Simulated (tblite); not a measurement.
```xyz
19
charge 0, multiplicity 1
O    -3.4746    1.4887    0.0299
C    -2.2682    1.5296    0.0073
C    -1.3925    0.3544    0.0184
C    -1.9994   -0.9086    0.0569
C    -1.2475   -2.0619    0.0677
C     0.1418   -1.9795    0.0391
C     0.7694   -0.7523    0.0016
C     0.0062    0.4321   -0.0091
C     0.8075    1.6483   -0.0496
C     2.1377    1.4959   -0.0719
Si    2.6101   -0.3265   -0.0423
H    -1.7485    2.5052   -0.0238
H    -3.0786   -0.9454    0.0781
H    -1.7327   -3.0263    0.0977
H     0.7340   -2.8834    0.0467
H     0.3274    2.6157   -0.0599
H     2.8018    2.3439   -0.1023
H     3.2751   -0.7865   -1.2614
H     3.3212   -0.7340    1.1695
```

Describe the molecule in this file.

The molecule is C9H8OSi. SMILES: `O=Cc1cccc2c1C=C[SiH2]2`. Independent rings (smallest set): 1 of 5 members, 1 of 6 members, 1 of them aromatic. Among its groups: aldehyde, alkene, Si–H bond. The point group is Cs. Coordination, clear cases only: 9 C trigonal planar.

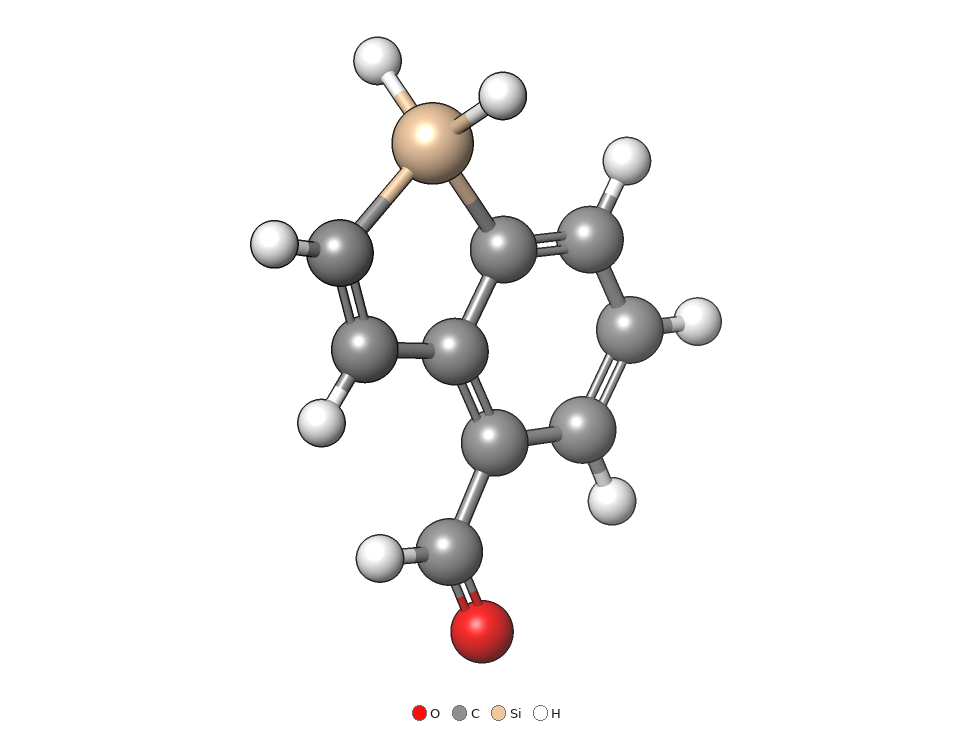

Simulated data, not a measurement (program: tblite).
